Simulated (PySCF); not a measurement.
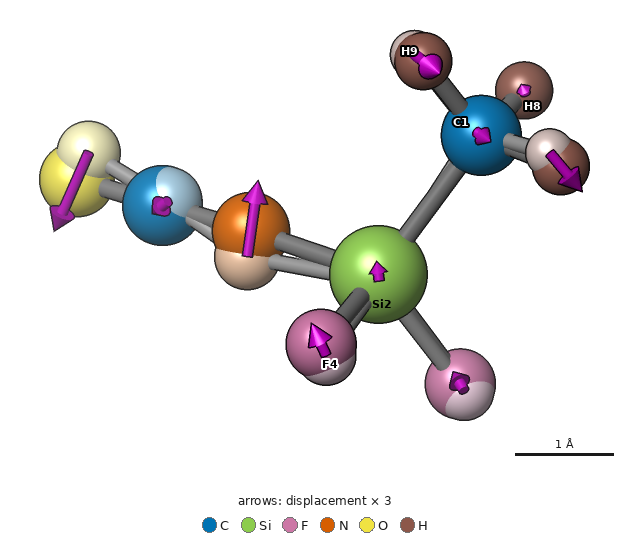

This is a relaxation of C2H3F2NOSi. The starting structure is drawn faded, the final one solid; purple arrows show the displacements, 3 times their true length. The two geometries are superimposed by the best rigid fit.

A ball-and-stick model, seen at a tilt.

The start comes from GFN2-xTB.

Level of theory: PySCF 2.14.0, density-fitted response routines, PBE0-D3(BJ)/def2-SVP geometry optimisation, gas phase. 

Describe the change and its energy.

Answer. After 17 geometry steps the energy has fallen by 0.115 eV. Largest force component: 1.4 eV/Å at the start, 0.011 eV/Å at the end. The forces were under the threshold at step 8, but the run went on from there. The O atom moves most after the best rigid fit: 0.33 Å. Largest moves by element: O 0.33 Å, N 0.27 Å, H 0.21 Å, F 0.13 Å, C 0.10 Å, Si 0.07 Å. Near-neighbour distances that change, for instance: C–Si 1.878 → 1.834 Å, F–Si 1.594 → 1.610 Å, C–H 1.087 → 1.100 Å, C–O 1.151 → 1.164 Å. Among the angles between lasting bonds that change: Si–N–C 159.6° → 176.8°, F–Si–F 102.7° → 106.2°, C–Si–N 115.4° → 112.6°.
